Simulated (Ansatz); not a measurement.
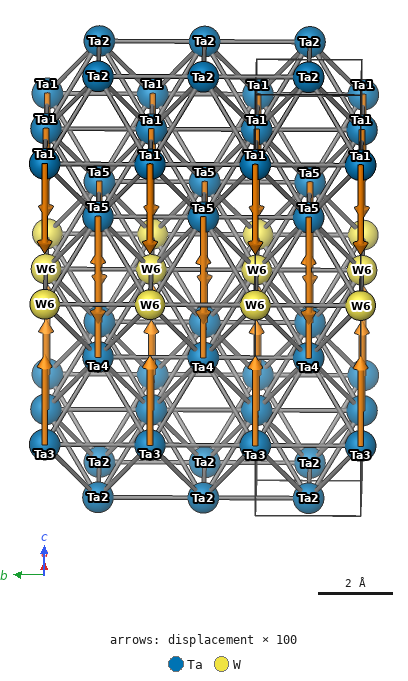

A relaxation of solid Ta₅W (a generated structure, set up in P4/mmm) (coarse preliminary run). The starting structure is drawn; orange arrows show the displacements (the part carried along by the change of the cell is left out), magnified 100 times.

A ball-and-stick model of the cell of the calculation, repeated 2 × 3 × 1 with one cell outlined, seen from a free direction.

The calculation used DFT PBE, scalar-relativistic, plane waves, PAW (Ansatz).

Input
```yaml
crystal:
  lattice:
    - [2.87786015, 0.0, 0.0]
    - [0.0, 2.87786015, 0.0]
    - [0.0, 0.0, 12.20972655]
  atoms:
    - { symbol: Ta, position: [0.0, 0.0, 0.83333333] }
    - { symbol: Ta, position: [0.5, 0.5, 0.0] }
    - { symbol: Ta, position: [0.0, 0.0, 0.16666667] }
    - { symbol: Ta, position: [0.5, 0.5, 0.33333333] }
    - { symbol: Ta, position: [0.5, 0.5, 0.66666667] }
    - { symbol: W, position: [0.0, 0.0, 0.5] }
basis:
  ecutwfc: 420
kpoints:
  mp_grid: { grid: [6, 6, 2] }
hamiltonian:
  xc: pbe
scf:
  occupations: { method: gaussian, width: 0.1 }
  lower_state_search: "off"
output:
  forces: true
  stress: true
  eigenvalues: true
relax:
  adjacent_minimum: "off"
  f_tol: 0.04
  max_steps: 70
  cell: { stress_tol: 0.4 }
```

Launched with:
```bash
ansatz run input.yaml --threads 1 --pin off --max-ram 2560MiB --backend cpu --events-out ev --progress --plain --runs-dir out
```

Q: Which element moves most?

A: Tantalum: up to 0.031 Å, against 0.000 Å for tungsten.

Q: Describe the change and its energy.

A: The energy falls by 192 meV per atom in 11 accepted moves (12 points after the start). Largest force component: 0.62 eV/Å at the start, 0.016 eV/Å at the end. The pressure goes from 21.03 to 0.07 GPa. The SCF was repeated once at an unchanged geometry on a basis and grid sized afresh for the cell, which shifted the energy by 2.2 meV per atom at most. The largest moves relative to the cell, 0.031 Å, are those of Ta4 and Ta5. Ta5 goes along −c. W stays in place. The drawn cell changes as follows: a = b 2.878 → 2.773 Å (−3.7 %), c 12.210 → 14.254 Å (+16.7 %); the volume changes by +8.4 %. Among the contacts that change: Ta1–Ta2 2.878 → 3.101 Å, Ta1–Ta5 2.878 → 3.084 Å, Ta4–W6 2.878 → 3.056 Å, Ta1–Ta1 2.878 → 2.773 Å. The space group stays P4/mmm (No. 123). The run took 2.7 min on 1 thread of Intel(R) Xeon(R) Processor @ 2.50GHz (Skylake/Cascade Lake), on a shared host, peak memory 0.44 GiB.
